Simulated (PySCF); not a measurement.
| atom | x (Å) | y (Å) | z (Å) |
| --- | --- | --- | --- |
| P | -1.8302 | 0.0807 | 0.7176 |
| Si | -0.0090 | -0.9053 | -0.2002 |
| P | 1.8847 | 0.3041 | -0.4929 |
| Cl | -0.5615 | -1.5973 | -2.0239 |
| H | -1.7844 | 1.2111 | -0.0860 |
| H | -1.1153 | 0.6994 | 1.7312 |
| H | 0.3346 | -2.0582 | 0.6384 |
| H | 1.8409 | 0.8785 | 0.7681 |
| H | 1.2537 | 1.3931 | -1.0775 |

Geometry: GFN2-xTB.

All numbers below come from PBE0/pcSseg-1, SCF density, gas phase, non-relativistic in PySCF 2.14.0.

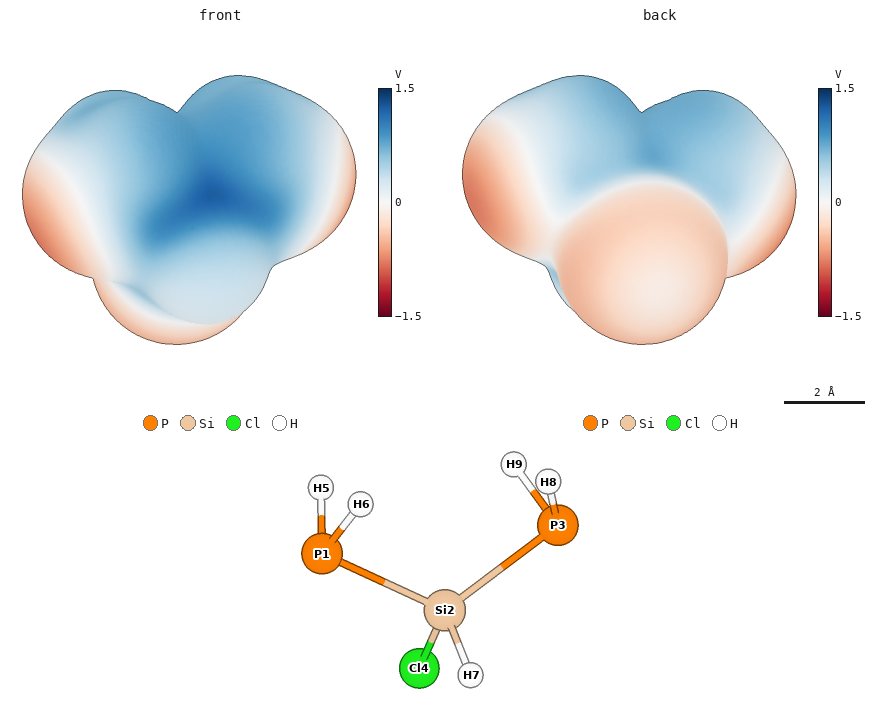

ClH$_{5}$P$_{2}$Si (SMILES P[SiH](P)Cl). The molecular electrostatic potential painted on the density surface at 0.001 e/bohr³, seen from the front and from behind; the colour scale runs from red (negative) to blue (positive). The bare structure is drawn below in the same view.

> Describe the electrostatic potential map.

The most negative region (about −0.7 V, or −16 kcal/mol for a unit charge) lies over P1 and P3, the most positive (about +1.2 V, or +28 kcal/mol for a unit charge) over Si2.
